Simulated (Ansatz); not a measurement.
## HfBr3Cl: single-point calculation

System: HfBr3Cl, multiplicity 3, SMILES [Cl][Hf]([Br])([Br])[Br].
Method: UHF, mp2/def2-SVP (Ansatz 0.2.0).

The geometry comes from this level: PBE0-D4/def2-TZVP.

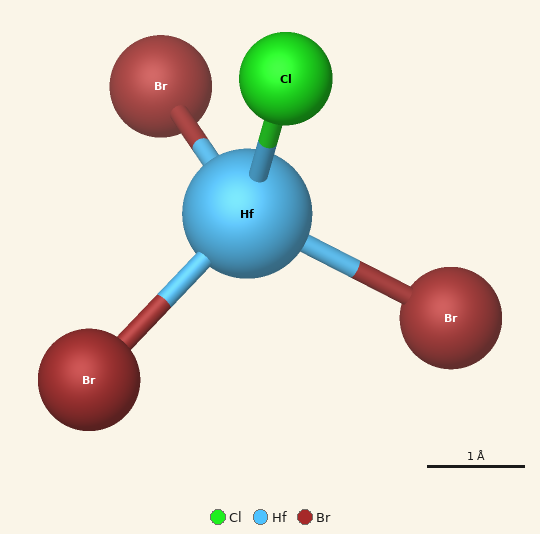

Figure 1. The structure (ball-and-stick view, seen at a tilt). Sticks mark near contacts. Bond lengths as drawn: Br–Hf 2.47 Å and Cl–Hf 2.31 Å.

## The input
```yaml
crystal:
  periodic: [false, false, false]
  atoms:
    - {symbol: Cl, position_ang: [-0.685381, -0.259349, 2.214059]}
    - {symbol: Hf, position_ang: [0.001497, -0.017639, 0.018537]}
    - {symbol: Br, position_ang: [2.099322, -1.275287, -0.325569]}
    - {symbol: Br, position_ang: [-1.748181, -0.896670, -1.487208]}
    - {symbol: Br, position_ang: [0.382744, 2.375244, -0.461219]}
basis:
  gaussian: {orbitals: def2-SVP, nuclear_model: gaussian}
magnetization: {spin_polarized: true, initial_magnetization: 2}
hamiltonian: {xc: {name: HF}}
correlation: {method: mp2, frozen_orbitals: {Cl: 0}}
scf: {lower_state_search: off}
output: {forces: true}
```

Hardware: 4 threads of Arm Neoverse V1, 23 GiB of memory available, shared host.

Command:
```bash
ansatz run in.yaml --threads 4 --pin off --events-out ev --progress --plain --max-ram 11315MiB
```

## The program's output
```
Functional definition: HF
  name "HF"
  cite "Fock, Z. Phys. 61, 126 (1930) doi:10.1007/BF01340294"
  parent pbe
  exchange = exact_x
  correlation = 0
these checks for a lower state are left out or cut short: starts, cluster_reference, orbital_swaps, neighbouring_geometries, increment
Error: "frozen_orbitals" has no count for Hf
```

## What the run reported

- outcome: refused by the program

## What went wrong

This input holds a deliberate fault: more core orbitals are frozen than the atom can spare. The program refused the input: “"frozen_orbitals" has no count for Hf”
